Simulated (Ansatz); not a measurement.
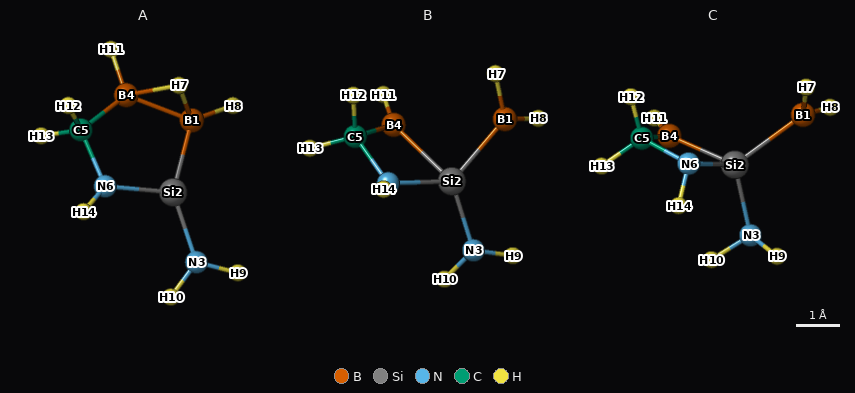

3 geometries from one relaxation of CH$_{8}$B$_{2}$N$_{2}$Si, in shuffled order. The picture is a ball-and-stick view, seen face on.

The run prepares an end point of a later path (torsion) calculation, from a guessed geometry.

The calculation used Ansatz 0.2.0, RKS PBE/6-31G*. Set-up: no spin polarisation; force threshold 0.015 eV/Å; at most 40 steps.

> Put them in the order of the run, from the start to the converged end.

C, B, A. They are steps 0, 21, 37, at +294.1 kJ/mol, +168.7 kJ/mol relative to the last. The largest move after the best rigid fit is that of H11, 2.03 Å. Largest moves by element: H 2.03 Å, B 1.26 Å, N 1.06 Å, Si 0.72 Å, C 0.33 Å. Among the contacts that change: B4–H7 3.927 → 1.488 Å, B1–B4 3.318 → 1.650 Å, Si2–B4 1.860 → 2.608 Å, B1–H7 1.160 → 1.305 Å. New bonds form: B1–B4 (3.32 → 1.65 Å). Bonds break: Si2–B4 (1.86 → 2.61 Å). Bond angles that change, for instance: B1–Si2–N3 114.4° → 139.2°, Si2–N6–H14 106.1° → 130.0°, C5–B4–H11 136.6° → 117.6°. After 31 accepted moves (37 points after the start) the energy has fallen by 294.1 kJ/mol. The largest force component goes from 3.7 to 0.014 eV/Å. The line search rejected the trial steps at points 7, 10, 14, 18, 29, 35 of the run. The run took 55 s on 2 threads of Intel(R) Xeon(R) 6975P-C (Granite Rapids), on a shared host, peak memory 0.16 GiB.
